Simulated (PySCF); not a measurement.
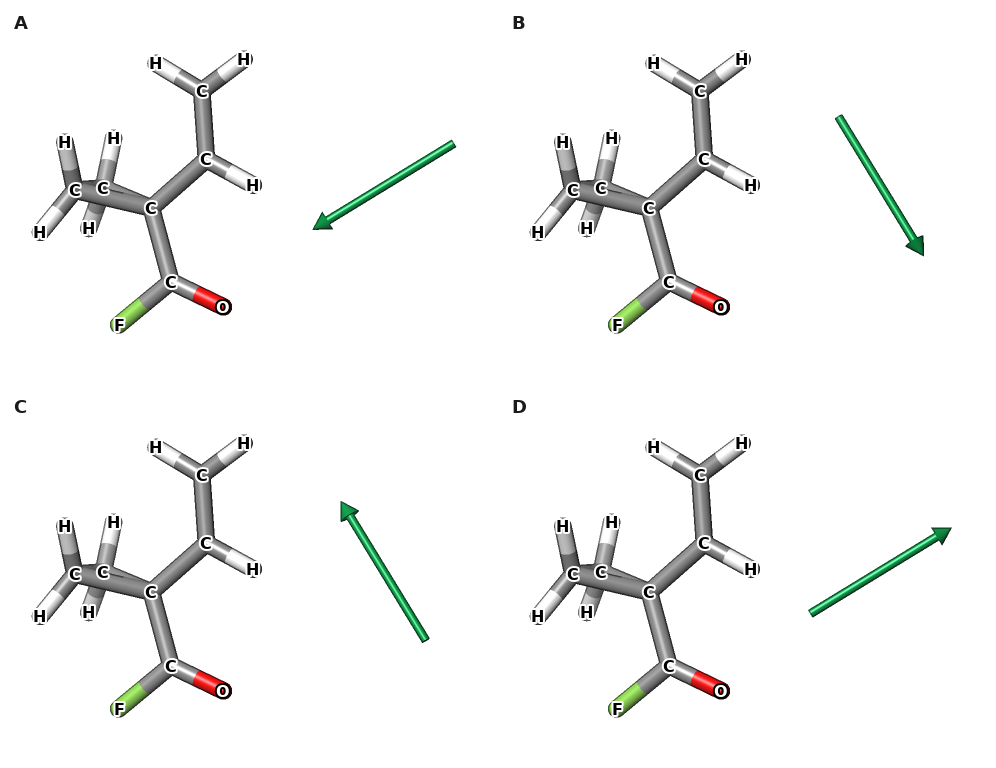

The same molecule four times, each with an arrow. The geometry was computed by an optimisation with GFN2-xTB. No frequency run is at hand to confirm it as a minimum. Level of theory: CAM-B3LYP/def2-SVPD, gas phase (PySCF 2.14.0).

Question: Which arrow points along the dipole moment, from the negative to the positive end?

Answer: C. The dipole moment is 3.50 D.
